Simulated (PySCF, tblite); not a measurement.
# C₂H₆N₂Si: dynamics, then NMR shifts on frames, part 2 of 2

tblite 0.8.0 and PySCF 2.14.0. Atoms count from 0. Earlier steps stand in the parts before.

### 5 Nuclear shieldings: 625 fs, PBE0/pcSseg-1

Job settings and geometry (Å):

```
{"job": {"kind": "nmr", "xc": "PBE0", "basis": "pcSseg-1", "pop": false}, "charge": 0, "multiplicity": 1}
C      2.703500    -0.393800    -0.035400
C      1.535700    -0.608400    -0.149700
Si    -0.218500    -0.827200    -0.389000
N     -0.401400    -2.555300    -0.566500
N     -0.803000    -0.436200     1.202800
H      3.754500    -0.247800    -0.031400
H     -0.576900     0.222800    -1.374900
H      0.416900    -3.040600    -0.937900
H     -1.130600    -2.949400    -1.139800
H     -0.804500     0.565100     1.325000
H     -1.792500    -0.727800     1.368400
```

With the program's defaults for keys left out, this is: GIAO PBE0/pcSseg-1 NMR shielding, non-relativistic, gas phase.

What it wrote:

```text
coarse grid: 9640 points
cycle   1  E = -478.2977673663  dE =  5.130e-01  |g| = 6.479e-01  |ddm| = 3.040e+00
cycle   2  E = -478.2159640730  dE =  8.180e-02  |g| = 8.777e-01  |ddm| = 1.546e+00
cycle   3  E = -478.3890606322  dE = -1.731e-01  |g| = 1.492e-01  |ddm| = 9.933e-01
cycle   4  E = -478.3939320944  dE = -4.871e-03  |g| = 5.988e-02  |ddm| = 1.378e-01
cycle   5  E = -478.3947521087  dE = -8.200e-04  |g| = 1.827e-02  |ddm| = 5.140e-02
cycle   6  E = -478.3948334610  dE = -8.135e-05  |g| = 2.190e-03  |ddm| = 1.800e-02
cycle   7  E = -478.3948347529  dE = -1.292e-06  |g| = 3.593e-04  |ddm| = 2.622e-03
final grid: 88560 points
cycle   8  E = -478.4185380195  dE = -1.698e-05  |g| = 7.428e-03  |ddm| = 2.499e-02
cycle   9  E = -478.4185277242  dE =  1.030e-05  |g| = 1.030e-02  |ddm| = 1.515e-02
cycle  10  E = -478.4185499214  dE = -2.220e-05  |g| = 6.135e-04  |ddm| = 8.827e-03
cycle  11  E = -478.4185500169  dE = -9.545e-08  |g| = 1.492e-04  |ddm| = 8.379e-04
cycle  12  E = -478.4185500224  dE = -5.540e-09  |g| = 3.008e-05  |ddm| = 1.678e-04
cycle  13  E = -478.4185500225  dE = -1.218e-10  |g| = 1.996e-05  |ddm| = 4.399e-05
converged SCF energy = -478.4185500225

GIAO shielding tensors (ppm)
atom      isotropic    diamagn.    paramagn.     s11        s22        s33       span
  0 C       86.690     260.732    -174.042      3.137     11.875    245.058    241.920
  1 C       93.296     260.086    -166.791     -9.333     -3.955    293.175    302.508
  2 Si     391.554     880.435    -488.881    346.281    384.818    443.564     97.283
  3 N      245.459     313.012     -67.553    219.897    252.188    264.291     44.394
  4 N      233.715     316.705     -82.990    198.183    234.932    268.031     69.848
  5 H       29.576      32.638      -3.063     24.645     24.842     39.240     14.595
  6 H       25.893      29.561      -3.667     22.772     23.770     31.136      8.364
  7 H       30.616      28.792       1.824     23.223     27.681     40.943     17.720
  8 H       31.306      28.910       2.396     24.314     26.311     43.294     18.980
  9 H       32.075      32.086      -0.011     25.110     28.356     42.758     17.648
 10 H       30.528      28.896       1.632     24.066     27.306     40.211     16.144
```

Run time: 6.3 s. Hardware: 1 thread of Arm Neoverse V1, shared host; peak memory 0.57 GiB.

This run: δ C0 100.2, C1 93.6, Si2 -42.4, N4 34.0, H6 5.82, H5 2.14 ppm.

### 6 NMR shieldings: 800 fs, PBE0/pcSseg-1

Job settings and geometry (Å):

```
{"job": {"kind": "nmr", "xc": "PBE0", "basis": "pcSseg-1", "pop": false}, "charge": 0, "multiplicity": 1}
C      1.857700     0.518500     0.120500
C      1.005400    -0.136000    -0.467800
Si    -0.636700    -0.902700    -0.737800
N     -0.018700    -2.513700    -1.067000
N     -1.654700    -0.829500     0.733600
H      2.609300     1.133000     0.548300
H     -1.446900    -0.570700    -1.870200
H     -0.754400    -3.224000    -1.220600
H      0.640400    -2.951300    -0.431200
H     -1.764400    -0.161800     1.427400
H     -2.034600    -1.735400     0.972000
```

Level: GIAO PBE0/pcSseg-1 NMR shielding, non-relativistic, gas phase.

What it wrote:

```text
coarse grid: 9640 points
cycle   1  E = -478.3025400692  dE =  4.080e-01  |g| = 6.244e-01  |ddm| = 3.016e+00
cycle   2  E = -478.2377746296  dE =  6.477e-02  |g| = 8.227e-01  |ddm| = 1.230e+00
cycle   3  E = -478.3832032907  dE = -1.454e-01  |g| = 1.623e-01  |ddm| = 7.576e-01
cycle   4  E = -478.3891902451  dE = -5.987e-03  |g| = 6.013e-02  |ddm| = 1.470e-01
cycle   5  E = -478.3900473030  dE = -8.571e-04  |g| = 1.419e-02  |ddm| = 4.914e-02
cycle   6  E = -478.3900973623  dE = -5.006e-05  |g| = 2.249e-03  |ddm| = 1.439e-02
cycle   7  E = -478.3900986464  dE = -1.284e-06  |g| = 5.982e-04  |ddm| = 2.820e-03
final grid: 88560 points
cycle   8  E = -478.4139417074  dE = -1.707e-05  |g| = 7.335e-03  |ddm| = 1.705e-02
cycle   9  E = -478.4139343786  dE =  7.329e-06  |g| = 9.584e-03  |ddm| = 1.381e-02
cycle  10  E = -478.4139531857  dE = -1.881e-05  |g| = 6.184e-04  |ddm| = 7.628e-03
cycle  11  E = -478.4139532762  dE = -9.047e-08  |g| = 1.983e-04  |ddm| = 7.428e-04
cycle  12  E = -478.4139532804  dE = -4.178e-09  |g| = 1.563e-04  |ddm| = 2.366e-04
cycle  13  E = -478.4139532866  dE = -6.199e-09  |g| = 2.205e-05  |ddm| = 1.135e-04
cycle  14  E = -478.4139532867  dE = -1.143e-10  |g| = 4.540e-06  |ddm| = 2.455e-05
converged SCF energy = -478.4139532867

GIAO shielding tensors (ppm)
atom      isotropic    diamagn.    paramagn.     s11        s22        s33       span
  0 C       77.346     260.113    -182.766     -6.360     -5.430    243.828    250.188
  1 C       90.838     269.172    -178.334    -15.556     -4.704    292.773    308.329
  2 Si     394.851     878.327    -483.476    355.685    395.478    433.392     77.706
  3 N      228.805     315.046     -86.241    213.555    222.131    250.729     37.175
  4 N      235.449     319.499     -84.050    193.293    240.467    272.586     79.293
  5 H       29.317      32.170      -2.853     24.269     24.593     39.090     14.820
  6 H       26.837      28.783      -1.946     22.625     25.017     32.869     10.244
  7 H       30.893      27.586       3.307     24.443     26.842     41.394     16.951
  8 H       30.755      30.761      -0.006     24.785     27.390     40.090     15.305
  9 H       31.423      34.462      -3.039     24.877     26.323     43.069     18.193
 10 H       31.518      30.724       0.793     24.717     28.393     41.444     16.727
```

Wall time 6.6 s (1 thread of Arm Neoverse V1, shared host); peak memory 0.57 GiB.

Key values: δ C0 109.6, C1 96.1, Si2 -45.7, N3 38.9, H6 4.88, H5 2.40 ppm.

### 7 Nuclear shieldings: 1000 fs, PBE0/pcSseg-1

Job settings and geometry (Å):

```
{"job": {"kind": "nmr", "xc": "PBE0", "basis": "pcSseg-1", "pop": false}, "charge": 0, "multiplicity": 1}
C      1.294200     1.005400    -0.849500
C      0.431100     0.139100    -0.715500
Si    -0.851900    -1.218800    -0.756400
N     -0.126200    -2.818000    -0.558700
N     -2.244300    -0.983200     0.330200
H      1.804700     1.887200    -0.656200
H     -1.332100    -1.292600    -2.091400
H      0.324400    -3.227900     0.260300
H     -0.037200    -3.361600    -1.347400
H     -2.608500    -0.079700     0.406000
H     -1.933500    -1.257500     1.307700
```

Level: GIAO PBE0/pcSseg-1 NMR shielding, non-relativistic, gas phase.

What it wrote:

```text
coarse grid: 9640 points
cycle   1  E = -478.3120014433  dE =  3.789e-01  |g| = 5.967e-01  |ddm| = 3.029e+00
cycle   2  E = -478.2732317687  dE =  3.877e-02  |g| = 7.380e-01  |ddm| = 1.076e+00
cycle   3  E = -478.3892841711  dE = -1.161e-01  |g| = 9.044e-02  |ddm| = 6.140e-01
cycle   4  E = -478.3908438750  dE = -1.560e-03  |g| = 4.579e-02  |ddm| = 1.053e-01
cycle   5  E = -478.3912718319  dE = -4.280e-04  |g| = 2.187e-02  |ddm| = 4.104e-02
cycle   6  E = -478.3913926980  dE = -1.209e-04  |g| = 2.455e-03  |ddm| = 1.717e-02
cycle   7  E = -478.3913942089  dE = -1.511e-06  |g| = 6.736e-04  |ddm| = 2.963e-03
final grid: 88560 points
cycle   8  E = -478.4155684621  dE = -1.801e-05  |g| = 7.189e-03  |ddm| = 1.749e-02
cycle   9  E = -478.4155619908  dE =  6.471e-06  |g| = 9.256e-03  |ddm| = 1.192e-02
cycle  10  E = -478.4155794407  dE = -1.745e-05  |g| = 7.630e-04  |ddm| = 6.486e-03
cycle  11  E = -478.4155795853  dE = -1.446e-07  |g| = 2.224e-04  |ddm| = 9.639e-04
cycle  12  E = -478.4155795906  dE = -5.310e-09  |g| = 1.657e-04  |ddm| = 2.386e-04
cycle  13  E = -478.4155795975  dE = -6.905e-09  |g| = 2.760e-05  |ddm| = 1.192e-04
cycle  14  E = -478.4155795977  dE = -1.867e-10  |g| = 6.427e-06  |ddm| = 3.008e-05
converged SCF energy = -478.4155795977

GIAO shielding tensors (ppm)
atom      isotropic    diamagn.    paramagn.     s11        s22        s33       span
  0 C       82.902     267.732    -184.831     -9.550     14.405    243.851    253.401
  1 C       81.340     266.071    -184.732    -30.124    -14.700    288.843    318.967
  2 Si     397.123     878.445    -481.322    360.336    391.649    439.383     79.047
  3 N      248.225     316.594     -68.369    219.785    248.591    276.300     56.514
  4 N      239.270     319.293     -80.022    207.453    248.264    262.094     54.641
  5 H       29.532      34.533      -5.001     24.042     25.310     39.244     15.202
  6 H       27.496      29.088      -1.592     24.598     25.228     32.661      8.063
  7 H       30.536      30.439       0.097     23.862     26.231     41.515     17.653
  8 H       32.010      30.356       1.654     24.968     27.034     44.029     19.060
  9 H       32.270      33.405      -1.136     25.499     27.491     43.818     18.319
 10 H       30.246      29.851       0.394     24.011     27.697     39.030     15.019
```

It took 6.5 s on 1 thread of Arm Neoverse V1, shared host; peak memory 0.57 GiB.

This run: δ C1 105.6, C0 104.0, Si2 -48.0, N4 28.5, H6 4.22, H5 2.19 ppm.

### 8 Run by run: NMR shifts

Shifts (ppm) of some atoms, chosen among heavy atoms and hydrogens apart, with basis size and wall time:

| frame | C1 | C0 | H6 | H10 | Si2 | N3 | N4 | functions | time |
| --- | --- | --- | --- | --- | --- | --- | --- | --- | --- |
| 250 fs | 113.6 | 96.9 | 5.22 | -0.78 | -39.2 | 36.1 | 19.4 | 122 | 6.8 s |
| 425 fs | 96.1 | 96.3 | 6.39 | -0.12 | -47.0 | 27.1 | 15.1 | 122 | 6.5 s |
| 625 fs | 93.6 | 100.2 | 5.82 | 1.19 | -42.4 | 22.3 | 34.0 | 122 | 6.3 s |
| 800 fs | 96.1 | 109.6 | 4.88 | 0.20 | -45.7 | 38.9 | 32.3 | 122 | 6.6 s |
| 1000 fs | 105.6 | 104.0 | 4.22 | 1.47 | -48.0 | 19.5 | 28.5 | 122 | 6.5 s |

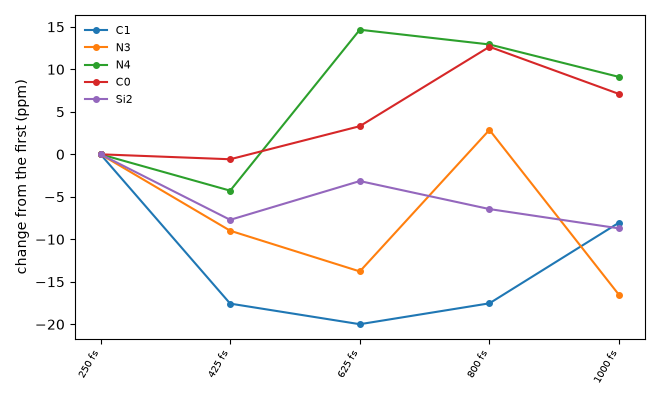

How five of the tabulated atoms move from run to run.

### 9 Results

The summary covers parts 1 to 2.

```
                                       quantity                                    value
                                     thermostat                                    400 K
                  mean temperature, second half                                    400 K
        mean potential energy above the minimum                                  0.47 eV
 13C shifts against TMS (PBE0/pcSseg-1, 250 fs)                          113.6, 96.9 ppm
  1H shifts against TMS (PBE0/pcSseg-1, 250 fs)  5.22, 2.58, 1.71, 1.40, 1.39, -0.78 ppm
29Si shifts against TMS (PBE0/pcSseg-1, 250 fs)                                -39.2 ppm
 15N shifts against NH3 (PBE0/pcSseg-1, 250 fs)                           36.1, 19.4 ppm
                       range of the shift of C1                        93.6 to 113.6 ppm
```

In the second half the potential energy averages 0.47 eV above the minimum; equipartition over 27 harmonic modes at 400 K would give 0.47 eV. With 11 atoms the temperature swings widely (241 to 718 K). Shifts at one fixed geometry are not the observed spectrum, which averages over the motion. In the first frame run (250 fs): Shielding is most anisotropic at C1 (span 323 ppm, paramagnetic term -199 ppm). In ppm, C1 moves most: its shift spreads over 20.0 ppm, from 93.6 (625 fs) to 113.6 (250 fs).
